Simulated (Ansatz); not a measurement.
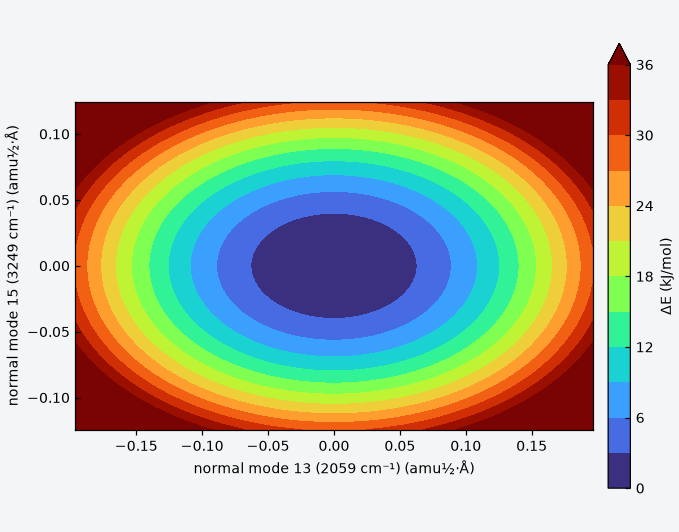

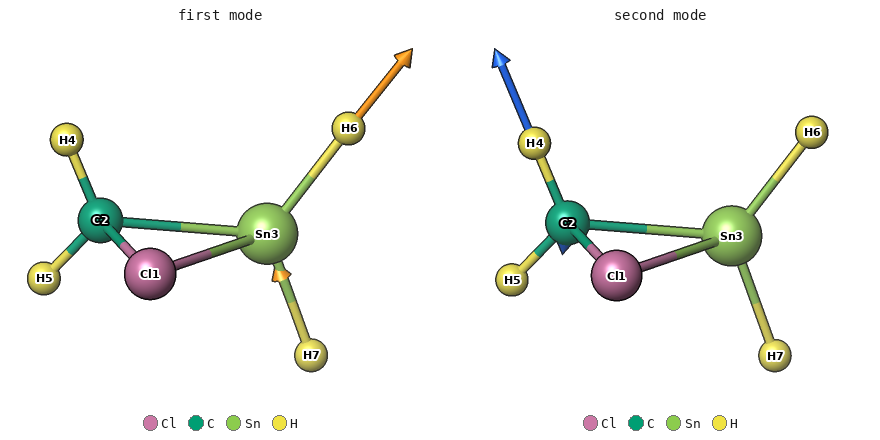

Energy landscape of CH₄ClSn, charge +1. 
- The first coordinate is: normal mode 13 (2059 cm⁻¹); the second: normal mode 15 (3249 cm⁻¹).
- Nothing is relaxed (straight displacements along the two mass-weighted modes).
- Grid: 13 × 13 points; 85 points were computed and 84 follow by symmetry.
- Energies: kJ/mol, counted from the lowest grid point.
- Computed with RKS PBE0-D4/def2-TZVP in Ansatz 0.2.0.

Drawn: filled contours, one colour for all values above the top of the scale. Between grid points the surface is interpolated. The second picture is the structure at the lowest point

Question: Describe this landscape.

Answer: The lowest grid point is at normal mode 13 (2059 cm⁻¹) = 0.000 amu½·Å, normal mode 15 (3249 cm⁻¹) = 0.000 amu½·Å. It is the only kind of minimum in the scanned range. The highest grid point, normal mode 13 (2059 cm⁻¹) = −0.196 amu½·Å, normal mode 15 (3249 cm⁻¹) = 0.124 amu½·Å, lies 59.2 kJ/mol above the lowest.

The input of one point:

```yaml
crystal:
  periodic: [false, false, false]
  atoms:
    - { symbol: Cl, position_ang: [-0.513653, -1.520166, 0.726859] }
    - { symbol: C, position_ang: [-0.777662, -0.310201, -0.612252] }
    - { symbol: Sn, position_ang: [0.823564, 0.656304, 0.366457] }
    - { symbol: H, position_ang: [-1.771212, 0.11542, -0.516305] }
    - { symbol: H, position_ang: [-0.583631, -0.788199, -1.566911] }
    - { symbol: H, position_ang: [0.440907, 1.66179, 1.659547] }
    - { symbol: H, position_ang: [2.381699, 0.185062, -0.057405] }
total_charge: 1
basis:
  gaussian: { orbitals: def2-TZVP }
hamiltonian:
  xc: pbe0
  dispersion: d4
output:
  forces: true
```

Each point was launched as `ansatz run input.yaml --threads 1 --pin off --max-ram 2560MiB --backend cpu --events-out ev --progress --plain --runs-dir out`. Time for the 85 points that were run: 6.2 min on 1 thread of Intel(R) Xeon(R) 6975P-C (Granite Rapids), on a shared host.
